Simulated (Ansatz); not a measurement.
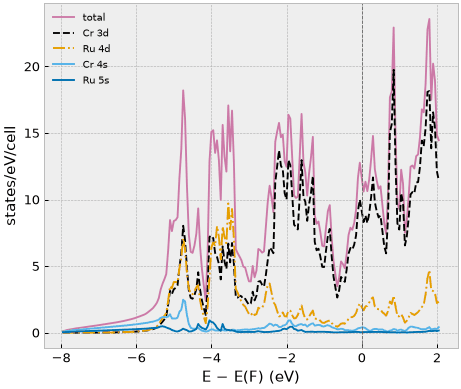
Total and projected density of states of Cr$_{3}$Ru (A15 (Cr3Si type), Pm-3n), PBEsol in the plane-wave PAW code Ansatz

Question: Which orbitals carry the states next to the Fermi level?

Answer: Within 0.5 eV of the Fermi level: Cr 3d 79 %, Ru 4d 17 %. Projections are on Löwdin-orthogonalised atomic valence shells; empty p or d shells of many metals are not among them.

Question: Where is the tallest occupied peak in this window, and what makes it?

Answer: Near -4.8 eV, about 18 states/eV per cell; the largest projected share is Cr 3d.

The first step of the workflow began from a Materials Project structure, measured or hypothetical; the Crystallography Open Database copy checked does not list it. Its standing as an ambient phase is unchecked. The PBEsol relaxation kept the symmetry of its start; its stability against distortions is not shown here. The run is not spin-polarised. Scalar-relativistic: spin–orbit coupling is off unless named, which matters more the heavier the elements.

Potentials: the later of the program's two PAW sets.
